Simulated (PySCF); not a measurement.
C13H10O, SMILES O=Cc1ccc(-c2ccccc2)cc1 at its GFN2-xTB optimised geometry (Å):

```
24

O     -5.1467    -0.7359     0.6295
C     -4.4490    -0.0010    -0.0237
C     -2.9847     0.0047    -0.0234
C     -2.2807    -0.8959     0.7790
C     -0.9031    -0.8980     0.7817
C     -0.1895     0.0016    -0.0126
C      1.2794     0.0006    -0.0086
C      1.9878    -1.1994     0.0000
C      3.3701    -1.1994     0.0000
C      4.0668    -0.0025     0.0000
C      3.3728     1.1960    -0.0042
C      1.9905     1.1991    -0.0127
C     -0.8965     0.9024    -0.8114
C     -2.2751     0.9039    -0.8198
H     -4.8967     0.7557    -0.7006
H     -2.8418    -1.5840     1.3938
H     -0.3661    -1.5861     1.4178
H      1.4498    -2.1359    -0.0179
H      3.9065    -2.1370    -0.0008
H      5.1467    -0.0037     0.0035
H      3.9114     2.1324     0.0003
H      1.4546     2.1370     0.0024
H     -0.3534     1.5897    -1.4434
H     -2.8137     1.6011    -1.4462
```

Method: PBE0/def2-SVP run with PySCF. Cells within 0.4 Å of a nucleus heavier than hydrogen are left out (blank, or x).

Map of the electron localisation function on the plane z = 0.0 Å:

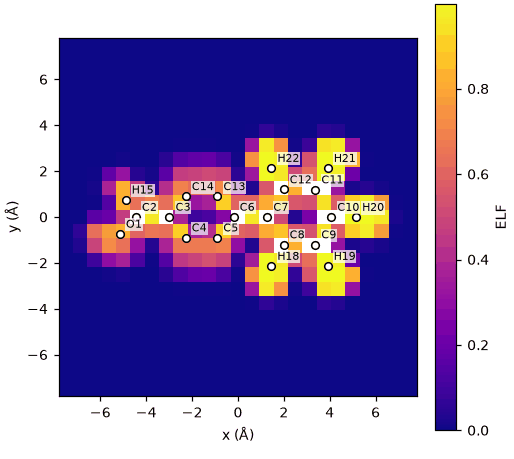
Figure. Electron localisation function on the plane z = 0.0 Å.
